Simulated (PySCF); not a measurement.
# SiH2O2 (SMILES O[Si]O): a chain of runs

Wanted: a structure relaxation (PW91/STO-6G), then the energy (NEVPT2(4,4)/Sapporo-DZP), then the vertical excitations (TD-LRC-wPBEh/aug-cc-pVDZ) of SiH2O2. 

The results are computed with PySCF 2.14.0.

1 further run of the same task is left out (for a faulty analytic Hessian).

## Step 1: Starting point

SiH2O2 has 5 atoms, charge 0, and is taken as a singlet. As SMILES, `O[Si]O`. All atoms were displaced at random from a relaxed shape. The run starts from this shape.

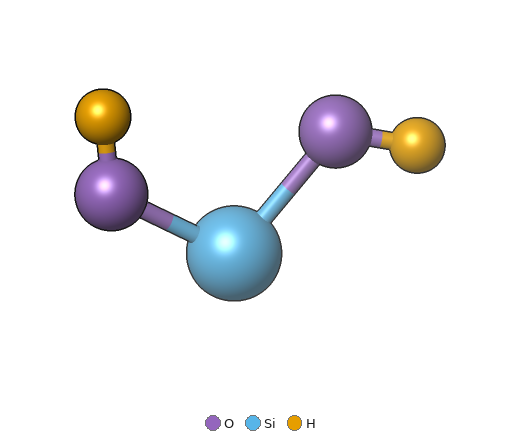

The structure, seen from a chosen angle (oxygen purple, silicon blue, hydrogen amber).

## Step 2: A geometry optimisation at PW91/STO-6G (density fitting) (run 1)

Input file run.py:

```python
from pyscf import gto, dft
from pyscf.geomopt.geometric_solver import kernel as optimise

molecule = gto.Mole()
molecule.atom = '''
O       -1.361600      -0.095977      -0.215062
Si      -0.191790      -0.843959       0.477446
O        1.080739       0.179206       0.035630
H       -1.256109       0.498275      -0.796806
H        1.865999       0.046416       0.417364
'''
molecule.charge = 0
molecule.max_memory = 1860
molecule.basis = 'sto-6g'
molecule.verbose = 3
molecule.build()

mf = dft.RKS(molecule, xc='pw91')
mf = mf.density_fit()
converged, mol_eq = optimise(mf, maxsteps=100)
print('converged:', converged)
print(mol_eq.tostring())

mf.reset(mol_eq)
molecule = mol_eq
mf.kernel()
energy = mf.e_tot
print('E(%s) = %.9f' % ('PW91', energy))
```

Launch:

```sh
$ OMP_NUM_THREADS=1 python run.py
```

What it wrote:

```text
maxiter                   100
[... 24 lines left out ...]
> Convergence Criteria:
[... 21 lines left out ...]
converged SCF energy = -439.252787960507
[... 45 lines left out ...]
WARN: Even tempered Gaussians are generated as DF auxbasis for  O H Si
[... 47 lines left out ...]
WARN: Even tempered Gaussians are generated as DF auxbasis for  O H Si
[... 47 lines left out ...]
WARN: Even tempered Gaussians are generated as DF auxbasis for  O H Si
[... 37 lines left out ...]
Converged! =D
[... 1 line left out ...]
converged: True
O          -1.45673046       -0.18963853       -0.26262939
Si         -0.17875632       -0.91889141        0.60017483
O           0.91371351        0.24955009       -0.03044828
H          -0.99319999        0.60084521       -0.75486278
H           1.84748893        0.04127826        0.35393000

WARN: Even tempered Gaussians are generated as DF auxbasis for  O H Si

converged SCF energy = -439.340657322638
E(PW91) = -439.340657323
```

It took 19 s on 1 thread of Arm Neoverse V1, shared host; peak memory 0.3 GiB.

Steps, from the record of the run:

```
step  energy from the first frame kept (eV)  largest force (eV/Å)
   0                                 0.0000               15.3803
   1                                -2.1278                2.6744
   2                                -2.3230                1.3505
   3                                -2.3767                0.4643
   4                                -2.3882                0.2319
   5                                -2.3901                0.1039
   6                                -2.3910                0.0265
   7                                -2.3910                0.0090
```

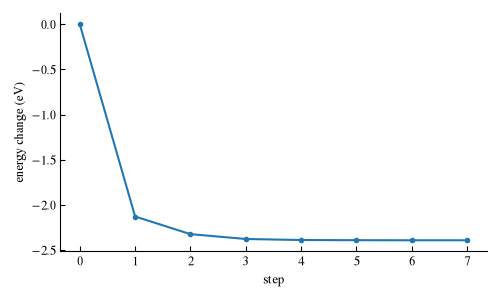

Energy along the run.

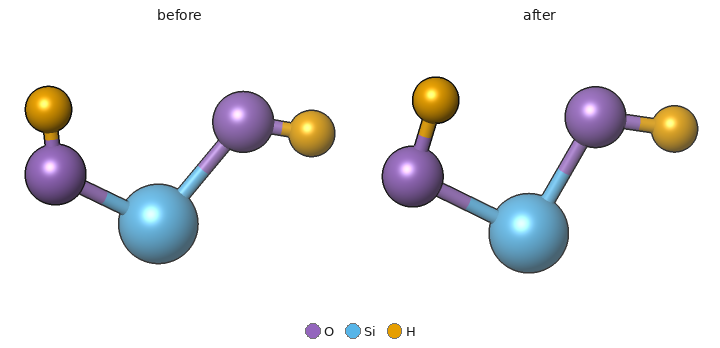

Before and after, at one scale.

After the run. Bond lengths: O1–Si2 1.706 Å, Si2–O3 1.719 Å, O1–H4 1.040 Å, O3–H5 1.031 Å. Angles: O1–Si2–O3 90.0°, Si2–O1–H4 103.3°, Si2–O3–H5 107.5°.

## Step 3: The energy at NEVPT2(4,4)/Sapporo-DZP (density fitting) (run 3)

Input file job.py:

```python
from pyscf import gto, mcscf, mrpt

mol = gto.Mole()
mol.atom = '''
O     -1.456730    -0.189639    -0.262629
Si    -0.178756    -0.918891     0.600175
O      0.913714     0.249550    -0.030448
H     -0.993200     0.600845    -0.754863
H      1.847489     0.041278     0.353930
'''
mol.verbose = 3
mol.spin = 0
mol.basis = 'sapporo-dzp'
mol.max_memory = 1860
mol.build()

mf = mol.RHF()
mf = mf.density_fit()
mf.kernel()

cas = mcscf.CASSCF(mf, 4, 4)
cas.fix_spin_(ss=0.0)
cas.natorb = True
cas.kernel()
e_pt2 = mrpt.NEVPT(cas).kernel()
e_tot = cas.e_tot + e_pt2
print(f'total energy: {e_tot:.8f} hartree')
dip = mf.dip_moment()
pop, q = mf.mulliken_pop()
```

Launch:

```sh
$ OMP_NUM_THREADS=1 python job.py
```

What it wrote:

```text
WARN: Even tempered Gaussians are generated as DF auxbasis for  Si H O

converged SCF energy = -439.838116292384
CASSCF energy = -439.867909752422
[... 9 lines left out ...]
Nevpt2 Energy = -0.469941573284469
total energy: -440.33785133 hartree
Dipole moment(X, Y, Z, Debye):  2.26385, -0.04301,  0.57806
[... 62 lines left out ...]
charge of    4H =      0.23210
```

It took 22 s on 1 thread of Arm Neoverse V1, shared host; peak memory 0.16 GiB.

## Step 4: The excited states at TD-LRC-wPBEh/aug-cc-pVDZ (IEF-PCM toluene, spin of roots triplet) (run 4)

Input file input.py:

```python
from pyscf import gto, dft, tdscf, solvent

system = gto.Mole()
system.atom = [
    ('O', (-1.456730, -0.189639, -0.262629)),
    ('Si', (-0.178756, -0.918891, 0.600175)),
    ('O', (0.913714, 0.249550, -0.030448)),
    ('H', (-0.993200, 0.600845, -0.754863)),
    ('H', (1.847489, 0.041278, 0.353930)),
]
system.verbose = 3
system.max_memory = 1860
system.spin = 0
system.basis = 'aug-cc-pvdz'
system.charge = 0
system.build()

calc0 = dft.RKS(system)
calc0.xc = 'lrc-wpbeh'
calc0 = calc0.PCM()
calc0.with_solvent.method = 'IEF-PCM'
calc0.with_solvent.eps = 2.3741
calc0.kernel()

energy = calc0.e_tot
print(f'total energy: {energy:.8f} hartree')

td = tdscf.TDDFT(calc0)
td.nstates = 8
td.singlet = False
td.kernel()
td.analyze()
roots = td.e * 27.211386
```

Launch:

```sh
$ OMP_NUM_THREADS=1 python input.py
```

What it wrote:

```text
WARN: PCM is an experimental feature. It is still in testing.
Features and APIs may be changed in the future.

converged SCF energy = -440.956035050231
total energy: -440.95603505 hartree

WARN: PCM is an experimental feature. It is still in testing.
Features and APIs may be changed in the future.

Excitation energies (eV)
[2.88462021 4.81736202 5.52500422 6.29871754 6.66521045 6.8820192
 6.88384896 7.30243473]

** Triplet excitation energies and oscillator strengths **
```

Wall time 4.3 min (1 thread of Arm Neoverse V1, shared host); peak memory 0.65 GiB.

The roots found:

```
excited state  energy (eV)
            1        2.885
            2        4.817
            3        5.525
            4        6.299
            5        6.665
            6        6.882
            7        6.884
            8        7.302
```

## Step 5: Outcome

| quantity | value |
| --- | --- |
| run 1, PW91/STO-6G: total energy at the end | -439.34066 Eh |
| run 1, PW91/STO-6G: dipole moment | 1.67 D |
| run 1, PW91/STO-6G: HOMO energy | -2.33 eV |
| run 1, PW91/STO-6G: LUMO energy | 2.37 eV |
| run 1, PW91/STO-6G: HOMO–LUMO gap | 4.70 eV |
| run 3, NEVPT2(4,4)/Sapporo-DZP: total energy | -440.33785 Eh |
| run 3, NEVPT2(4,4)/Sapporo-DZP: dipole moment (Hartree–Fock density) | 2.34 D |
| run 3, NEVPT2(4,4)/Sapporo-DZP: HOMO energy (Hartree–Fock orbitals) | -10.20 eV |
| run 3, NEVPT2(4,4)/Sapporo-DZP: LUMO energy (Hartree–Fock orbitals) | 1.65 eV |
| run 3, NEVPT2(4,4)/Sapporo-DZP: HOMO–LUMO gap (Hartree–Fock orbitals) | 11.85 eV |
| run 4, TD-LRC-wPBEh/aug-cc-pVDZ: ground-state or mean-field energy | -440.95604 Eh |
| run 4, TD-LRC-wPBEh/aug-cc-pVDZ: dipole moment (LRC-wPBEh Kohn–Sham density) | 2.48 D |
| run 4, TD-LRC-wPBEh/aug-cc-pVDZ: HOMO energy (LRC-wPBEh Kohn–Sham orbitals) | -9.49 eV |
| run 4, TD-LRC-wPBEh/aug-cc-pVDZ: LUMO energy (LRC-wPBEh Kohn–Sham orbitals) | 0.05 eV |
| run 4, TD-LRC-wPBEh/aug-cc-pVDZ: HOMO–LUMO gap (LRC-wPBEh Kohn–Sham orbitals) | 9.54 eV |
| run 4, TD-LRC-wPBEh/aug-cc-pVDZ: solvent term in the energy | -12.3 kJ/mol |
| run 4, TD-LRC-wPBEh/aug-cc-pVDZ: lowest triplet excitation energy | 2.88 eV |

The optimisation (run 1, PW91/STO-6G) took 7 steps and changed the energy by -2.391 eV. Mulliken charges (run 1, PW91/STO-6G) run from -0.37 on O3 to +0.41 on Si2; they depend strongly on the basis.
